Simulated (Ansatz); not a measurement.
Polymorphs of BaTe2

5 relaxations of BaTe2 ended in 5 distinct structures. The numbers are results of r2SCAN (plane waves to 500 eV, PAW, scalar-relativistic; Ansatz, a program for electronic structure), not measurements.

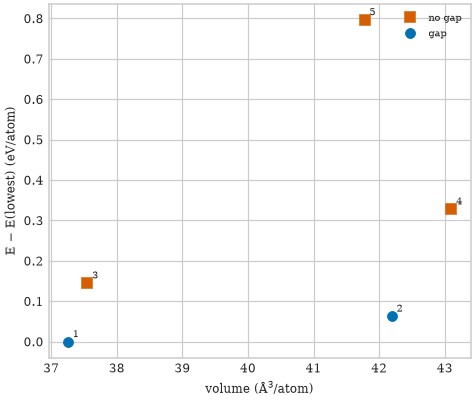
Figure. Energy against volume of the distinct structures, numbered as in the table

```csv
#,space group,Pearson,type,E − E(lowest) (eV/atom),V (Å³/atom),"gap (eV, no SOC)",runs ending here
1,Pnma,oP12,–,0.000,37.26,0.72,1
2,Pnma,oP12,–,0.063,42.19,1.33,1
3,P4/nmm,tP6,–,0.15,37.55,0.00,1
4,P6₃/mmc,hP12,–,0.33,43.10,0.00,1
5,Fd-3m,cF48,AFLOW prototype AB2_cF48_227_c_e (as in Ti2C),0.80,41.78,0.00,1
```

Pnma, oP12 is the lowest among the structures calculated here.

Space group Pnma (No. 62); a = 8.349 Å, b = 4.567 Å, c = 11.726 Å, α = 90.00°, β = 90.00°, γ = 90.00°

| atom | site | symmetry | x | y | z |
|---|---|---|---|---|---|
| Te | 4c | .m. | 0.1366 | 0.2500 | 0.6574 |
| Te | 4c | .m. | 0.1009 | 0.2500 | 0.0444 |
| Ba | 4c | .m. | 0.1846 | 0.2500 | 0.3510 |

Each run could gain symmetry but not lose that of its start, so entries can be saddle points. All of these are generated cells (placed on structure types, drawn at random, substituted or restacked) that were not matched to a known phase here. The real structure of this composition may not be among these, and whether this composition forms is not checked here. Energies are at zero temperature and pressure, without zero-point motion. The runs use different k-meshes, so differences are rounded accordingly. No spin polarisation in the result. Spin-orbit coupling is missing; with elements this heavy it can move band edges by tenths of an eV or more. Gaps of cells over 8 atoms come from the SCF mesh and high-symmetry points alone.
